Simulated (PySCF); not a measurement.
Cyclo-(H2SnO)2 (H$_{4}$O$_{2}$Sn$_{2}$).

PySCF calculation, PBE0/def2-SVP, gas phase; geometry: GFN2-xTB. Core potentials replace the inner electrons of Sn; spin–orbit coupling isn't included. No frequency check shows the geometry to be a minimum. GFN2-xTB bond lengths at metals and heavier atoms can be off by up to 0.1 Å and shapes distorted, which carries into these values.

Geometry (Å), atoms numbered from 1:

```
Sn1      1.4793    0.0000    0.0000
H2       2.3278    0.0000   -1.4357
H3       2.3278    0.0000    1.4357
O4      -0.0001    1.3277    0.0000
Sn5     -1.4793    0.0000    0.0000
H6      -2.3278   -0.0000   -1.4357
H7      -2.3278    0.0001    1.4357
O8      -0.0001   -1.3277    0.0000
```

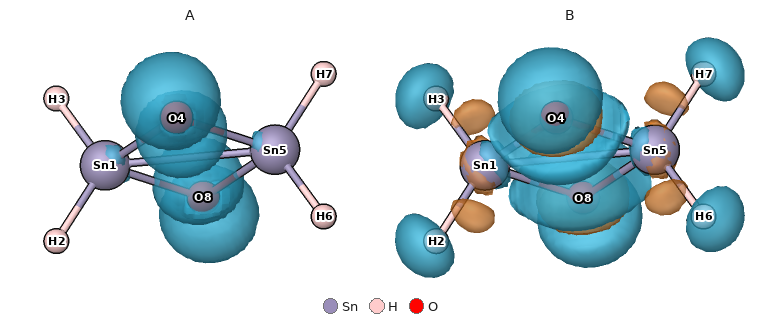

The Fukui function f⁻ from two separate SCF calculations and the density of the HOMO, at ±0.02 e/Å³ (light blue positive, orange negative).

Which panel is which, and how good is the frozen-orbital picture?

Answer. B is f⁻ (it has negative regions), A the HOMO density. The HOMO lies on O4 and O8 (44 % each) and Sn1 and Sn5 (6 % each); f⁻ (Hirshfeld-condensed) is largest on O4 and O8 (0.24 each) and Sn1 and Sn5 (0.14 each); the vertical ionisation energy is 9.35 eV. Relaxation shifts 41 % of the electron between atoms. The orbital energy is −7.37 eV.
